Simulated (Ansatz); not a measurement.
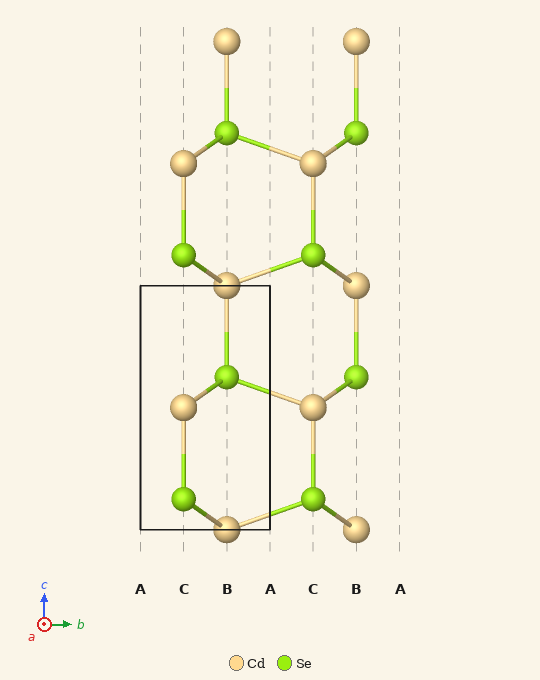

The picture looks along a close-packed row of the hexagonal mesh; c points upwards. The dashed lines mark the three columns A (0, 0), B (1/3, 2/3) and C (2/3, 1/3). The sequence starts with the first layer at or above the cell's origin.

The compound is CdSe, taken as a calculation's input that goes back to an entry of the Crystallography Open Database (an earlier step may have relaxed or displaced it).

Question: Read off the stacking sequence over one period.

Answer: Cd(B) – Se(C) – Cd(C) – Se(B) (four layers in 7.02 Å).

Question: How are the Se layers alone stacked?

Answer: Se layers alone: CB, the hexagonal close-packed type.

Question: Which positions between or in the Se layers do the other atoms fill?

Answer: Cd: two tetrahedral sites, counted in one hexagonal cell.

Question: What short polytype symbol fits?

Answer: Polytype symbol 2H, the symbol of a tetrahedral polytype (number of double layers in the repeat and lattice).

Heights of the layers:

| layer | atoms (column) | height (Å) | to next (Å) |
| --- | --- | --- | --- |
| 1 | Cd(B) | 0.00 | 0.88 |
| 2 | Se(C) | 0.88 | 2.63 |
| 3 | Cd(C) | 3.51 | 0.88 |
| 4 | Se(B) | 4.38 | 2.63 |
